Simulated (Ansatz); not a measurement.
## HfSiO4 (Hafnon): optical spectrum from first principles: ground state and bands

Ansatz 0.2.0; DFT, PBE, plane-wave PAW, default files, scalar-relativistic, ground state.

First the ground state: is it a metal or has it a gap?

File input.yaml:

```yaml
crystal:
  lattice:
    - [-3.28625, 3.28625, 2.9816]
    - [3.28625, -3.28625, 2.9816]
    - [3.28625, 3.28625, -2.9816]
  atoms:
    - { symbol: Hf, position: [0.0, 0.0, 0.0] }
    - { symbol: Hf, position: [0.75, 0.25, 0.5] }
    - { symbol: Si, position: [0.5, 0.5, 0.0] }
    - { symbol: Si, position: [0.25, 0.75, 0.5] }
    - { symbol: O, position: [0.6802, 0.4957, 0.8155] }
    - { symbol: O, position: [0.2457, 0.9302, 0.3155] }
    - { symbol: O, position: [0.6802, 0.8647, 0.1845] }
    - { symbol: O, position: [0.6147, 0.9302, 0.6845] }
    - { symbol: O, position: [0.0698, 0.3853, 0.3155] }
    - { symbol: O, position: [0.5043, 0.3198, 0.1845] }
    - { symbol: O, position: [0.0698, 0.7543, 0.6845] }
    - { symbol: O, position: [0.1353, 0.3198, 0.8155] }
kpoints:
  mp_grid: { grid: [5, 5, 5] }
  band_path:
    path:
      - [[0.0, 0.0, 0.0], [0.0, 0.0, 0.5], [-0.5, 0.5, 0.5], [0.0, 0.0, 0.0], [0.4557963, 0.4557963, -0.4557963], [0.25, 0.25, 0.25], [0.0, 0.5, 0.0], [-0.4557963, 0.5442037, 0.4557963], [-0.5, 0.5, 0.5]]
      - [[0.0, 0.0, 0.5], [0.25, 0.25, 0.25]]
    npoints: 4
scf:
  occupations: { method: fermi_dirac, width: 0.05 }
  n_extra_bands: 16
hamiltonian:
  xc: pbe
  pseudopotentials: { kind: paw }
output:
  forces: true
  stress: true
  populations: true
  write_bands: true
```

Command:

```console
> ansatz run input.yaml --threads 4 --pin off --max-ram 8192MiB --backend cpu --events-out ev --progress --plain --runs-dir out
```

**Question.** What does this run give for the electronic bands?

The 108 valence electrons fill 54 bands exactly, which allows a gap.

Read-outs, printed or worked out from the files:

* gap on the k-mesh: 5.459 eV
* volume: 128.8 Å³
* gap on the path: 5.456 eV
* least direct gap on the path: 5.841 eV

Electronic bands along the path, in eV, zero at the Fermi level; v1 is the highest filled band, c1 the lowest empty one:

| point | v4 | v3 | v2 | v1 | c1 | c2 | c3 | c4 |
| --- | --- | --- | --- | --- | --- | --- | --- | --- |
| Γ | -3.25 | -3.25 | -3.24 | -2.69 | 3.15 | 3.42 | 3.56 | 3.61 |
| X | -3.60 | -3.60 | -3.27 | -3.27 | 2.78 | 2.78 | 3.89 | 3.89 |
| M | -3.77 | -3.77 | -3.55 | -3.55 | 3.62 | 3.62 | 4.00 | 4.00 |
| Γ | -3.25 | -3.25 | -3.24 | -2.69 | 3.15 | 3.42 | 3.56 | 3.61 |
| Z | -3.71 | -3.71 | -3.50 | -3.50 | 3.53 | 3.70 | 3.90 | 4.11 |
| P | -3.81 | -3.81 | -3.19 | -3.19 | 2.78 | 2.78 | 4.12 | 4.12 |
| N | -3.62 | -3.51 | -2.95 | -2.88 | 3.04 | 3.19 | 3.94 | 4.12 |
| Z1 | -3.71 | -3.71 | -3.50 | -3.50 | 3.53 | 3.70 | 3.90 | 4.11 |
| M | -3.77 | -3.77 | -3.55 | -3.55 | 3.62 | 3.62 | 4.00 | 4.00 |
| jump to X | -3.60 | -3.60 | -3.27 | -3.27 | 2.78 | 2.78 | 3.89 | 3.89 |
| P | -3.81 | -3.81 | -3.19 | -3.19 | 2.78 | 2.78 | 4.12 | 4.12 |

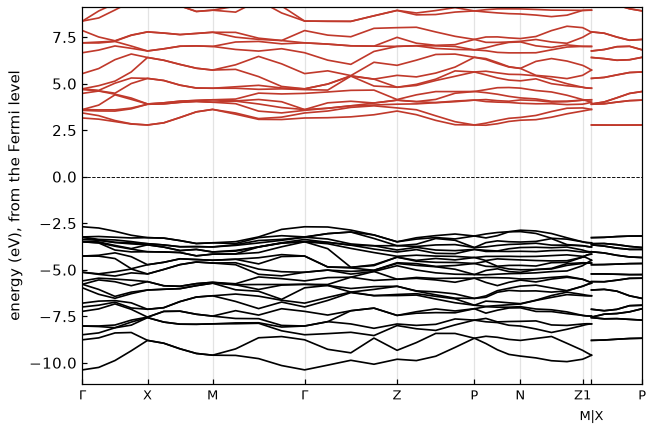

Electronic bands along the path; lines of filled and empty bands in two colours.

[Logs are printed without paths, hosts, clocks, repeated set-up lines and the standing remarks that a program may print on its own settings, such as how far it seeks lower states.]

[Hosts, paths, dates, database ids (printed as entryN), source tags and the programs' standing remarks are cut or masked in the printed files.]
